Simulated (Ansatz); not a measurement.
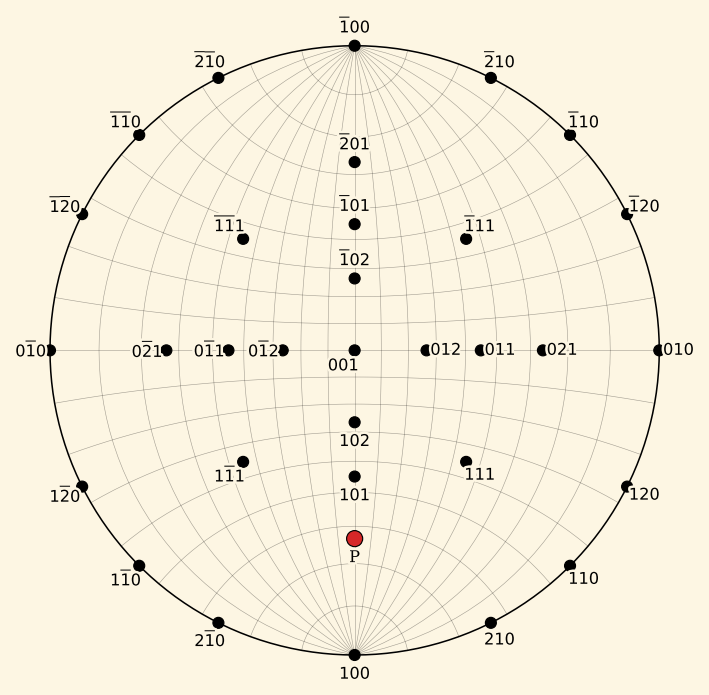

Stereographic projection of plane normals (upper hemisphere) centred on (0 0 1). Crystal: BP, the geometry relaxed with DFT PBE+D3(BJ), scalar-relativistic, plane waves, PAW in Ansatz. All values are computed from the atomic coordinates in the standard setting (tolerance 0.002 Å).

a = 4.507 Å, b = 4.507 Å, c = 4.507 Å, α = 90.00°, β = 90.00°, γ = 90.00°.

Question: Index the pole marked P.

Answer: P is (2 0 1), 63.4° from the centre.

Question: What is the angle between the normals of (−1 0 2) and (1 0 0), and what are their d_hkl = 1/|g|?

Answer: 116.6°; d = 2.016 Å and 4.507 Å.
